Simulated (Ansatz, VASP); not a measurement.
# Cross-check of InP between VASP and Ansatz, part 2 of 2

One calculation is typed for both programs; each brings its own data sets. How far apart do they land? The cell is taken from a series of VASP runs on this material, whose earlier steps may have relaxed, scaled or displaced it; both programs get it as it stands. Valence electrons are named where the data sets of a main pair hold unlike numbers.

VASP 6.6.1 and Ansatz 0.2.0.

So far: The structure; Ansatz: band structure, HSE06; VASP: band structure, HSE06.

## (3) VASP: band structure, HSE06 (continued)

Level of this step: HSE06; plane waves and PAW (In_d, P) (VASP).

Numbers of over 12 decimals in the logs are rounded to 6 here.

From OUTCAR (step 3):

```text
ion  position               nearest neighbor table
   1  0.000  0.000  0.000-   2 2.54   2 2.54   2 2.54   2 2.54
   2  0.750  0.750  0.750-   1 2.54   1 2.54   1 2.54   1 2.54

  LATTYP: Found a face centered cubic cell.
 ALAT       =     5.8687000000

 Subroutine GETGRP returns: Found 24 space group operations
 (whereof 24 operations were pure point group operations)

The static configuration has the point symmetry T_d .

 Found      8 irreducible k-points:

   k-points           NKPTS =      8   k-points in BZ     NKDIM =     64   number of bands    NBANDS=     15

   dimension x,y,z NGX =    28 NGY =   28 NGZ =   28
   dimension x,y,z NGXF=    56 NGYF=   56 NGZF=   56

   ENCUT  =  350.0 eV  25.72 Ry    5.07 a.u.   6.33  6.33  6.33*2*pi/ulx,y,z

   NELECT =      18.0000    total number of electrons

 k-points in reciprocal lattice and weights: Automatic mesh
   0.00000000  0.00000000  0.00000000       0.016
   0.25000000  0.00000000  0.00000000       0.125
   0.50000000  0.00000000  0.00000000       0.062
   0.25000000  0.25000000  0.00000000       0.094
   0.50000000  0.25000000  0.00000000       0.375
  -0.25000000  0.25000000  0.00000000       0.188
   0.50000000  0.50000000  0.00000000       0.047
  -0.25000000  0.50000000  0.25000000       0.094

  exchange ACFDT corr.  =         0.00000000  see jH, gK, PRB 81, 115126

 average (electrostatic) potential at core
       1 -89.4721       2 -79.1614

 E-fermi :   4.8965

 k-point     1 :       0.0000    0.0000    0.0000
  band No.  band energies     occupation
    ...
      5     -11.0029      2.00000
      6      -7.9720      2.00000
      7       4.7310      2.00000
      8       4.7310      2.00000
      9       4.7310      2.00000
     10       6.2586      0.00000
     11       9.6682      0.00000
     12       9.6682      0.00000
     13       9.6682      0.00000
     14      14.3268      0.00000
    ...

 k-point     2 :       0.2500    0.0000    0.0000
  band No.  band energies     occupation
    ...
      5     -11.0009      2.00000
      6      -7.2402      2.00000
      7       1.0596      2.00000
      8       4.1320      2.00000
      9       4.1320      2.00000
     10       7.3376      0.00000
     11      10.4157      0.00000
     12      10.4157      0.00000
     13      10.9934      0.00000
     14      14.3079      0.00000
    ...

 k-point     3 :       0.5000    0.0000    0.0000
  band No.  band energies     occupation
    ...
      5     -10.9908      2.00000
      6      -6.1089      2.00000
      7      -1.4943      2.00000
      8       3.6759      2.00000
      9       3.6759      2.00000
     10       7.0157      0.00000
     11      10.4044      0.00000
     12      10.4044      0.00000
     13      12.7866      0.00000
     14      15.3268      0.00000
    ...

  energy-cutoff  :      350.00
  volume of cell :       50.53
      direct lattice vectors                 reciprocal lattice vectors
     0.000000000  2.934350000  2.934350000    -0.170395488  0.170395488  0.170395488
     2.934350000  0.000000000  2.934350000     0.170395488 -0.170395488  0.170395488
     2.934350000  2.934350000  0.000000000     0.170395488  0.170395488 -0.170395488

 POSITION                                       TOTAL-FORCE (eV/Angst)
 -----------------------------------------------------------------------------------
      0.00000      0.00000      0.00000        -0.000000     -0.000000     -0.000000
      4.40152      4.40152      4.40152         0.000000      0.000000      0.000000
 -----------------------------------------------------------------------------------
    total drift:                               -0.000052     -0.000067     -0.000039

  FREE ENERGIE OF THE ION-ELECTRON SYSTEM (eV)
  ---------------------------------------------------
  free  energy   TOTEN  =        -9.9239907249 eV

  energy  without entropy=       -9.9239907249  energy(sigma->0) =       -9.92399072

 total charge
# of ion       s       p       d       tot
------------------------------------------
    1        0.831   0.788   9.916  11.534
    2        1.012   1.531   0.000   2.544
--------------------------------------------------
tot          1.843   2.319   9.916  14.078

[... 3 further parts left out ...]
```

The k-mesh is coarse for exact exchange; levels may shift by about 0.1 eV on a finer one. The PAW data sets were made with PBE, which is usual practice but a small mismatch for other functionals.

## (4) Side by side

Known differences besides the potentials themselves: exact exchange at q = 0 is treated differently, which shows on coarse meshes; VASP keeps PBE cores, Ansatz makes them for the functional; the cutoff is 420 eV in Ansatz and 350 eV in VASP; VASP takes a coarser grid for exact exchange (PRECFOCK = Fast). Total energies have different zeros and are not compared.

Compared:

```csv
quantity,Ansatz,VASP,difference
gap over the path points (eV),1.531,1.527,+0.004
```

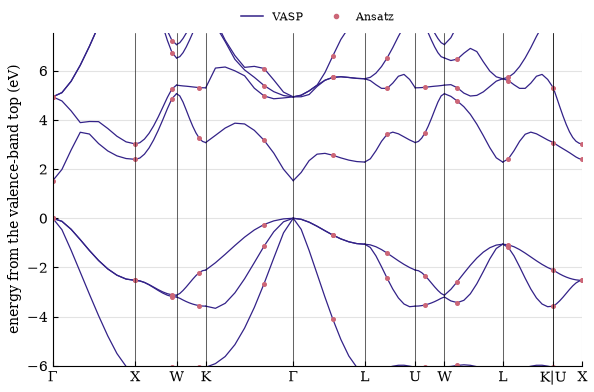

Bands from VASP (lines) and levels from Ansatz (dots). Dots without a line are higher empty bands that the VASP plot leaves out.

Levels at points of the path, from each program's valence-band top (eV; 3 filled, then empty):

```csv
k (reciprocal lattice),Ansatz,VASP
0.000 0.000 0.000,0.00 0.00 0.00 1.53 4.93 4.93,0.00 0.00 0.00 1.53 4.94 4.94
0.500 0.000 0.500,-6.23 -2.53 -2.53 2.40 3.02 10.43,-6.23 -2.53 -2.53 2.40 3.02 10.44
0.500 0.222 0.722,-6.05 -3.19 -3.12 4.86 5.26 6.74,-6.05 -3.18 -3.11 4.86 5.26 6.74
0.403 0.347 0.750,-6.05 -3.56 -2.21 3.26 5.31 8.14,-6.06 -3.55 -2.21 3.26 5.31 8.15
0.125 0.125 0.250,-2.66 -1.14 -0.26 3.17 4.97 5.39,-2.66 -1.14 -0.25 3.17 4.97 5.40
0.278 0.278 0.278,-4.12 -0.69 -0.69 2.56 5.72 5.72,-4.12 -0.69 -0.69 2.56 5.73 5.73
0.556 0.389 0.556,-6.07 -2.44 -1.42 3.42 5.28 6.52,-6.07 -2.44 -1.42 3.42 5.28 6.52
0.583 0.250 0.667,-6.05 -3.53 -2.33 3.47 5.32 7.84,-6.05 -3.53 -2.33 3.47 5.33 7.85
0.500 0.306 0.694,-5.98 -3.43 -2.57 4.76 5.30 6.47,-5.98 -3.43 -2.57 4.76 5.31 6.47
0.486 0.486 0.528,-6.21 -1.19 -1.08 2.42 5.59 5.73,-6.21 -1.19 -1.08 2.42 5.60 5.73
```

Among the levels compared at these points, filled levels agree within 2 meV and empty ones within 13 meV.

## (5) What came out

```json
{
  "largest difference of a filled level at the path points (band structure, HSE06)": "2.1 meV"
}
```

What this shows: The largest difference of a filled level at the path points is 2.1 meV (band structure, HSE06), within the 80 meV picked in this series as the mark of a large difference. How closely two codes agree says nothing of how well the functional describes the real material.

[Lines on the potential files, build, host, timing and source positions are cut from VASP's logs without a mark.]

[Logs are printed without paths, hosts, clocks, repeated set-up lines and the standing remarks that a program may print on its own settings, such as how far it seeks lower states.]

[Hosts, paths, dates, database ids (printed as entryN), source tags and the programs' standing remarks are cut or masked in the printed files.]
